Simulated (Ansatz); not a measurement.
```xyz
6

Al    0.5921    0.0338    0.0831
N     0.9625   -0.0369    1.8031
H     0.2789   -0.1366    2.5457
H     1.8965    0.0166    2.1947
H     1.7034    0.1918   -1.0208
F    -1.0108   -0.0688   -0.3643
```

Theory: RKS PBE0-D4/def2-SVP in Ansatz.

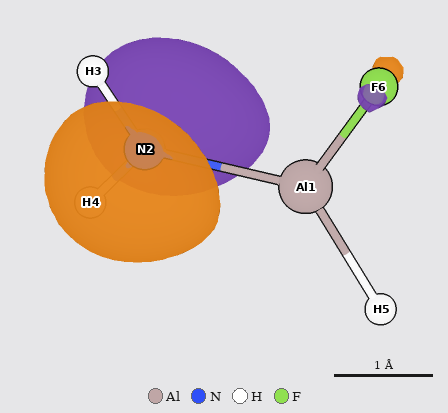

AlFH₃N. The HOMO at ±0.2 Å⁻³ᐟ² (orange and purple are the two phases), seen at an oblique angle.

Question: Describe this orbital and give its energy.

Answer: Its weight (Hirshfeld) is mainly on N2 (about 75 %); it changes sign across the molecular plane (π type). Its energy is −7.56 eV.
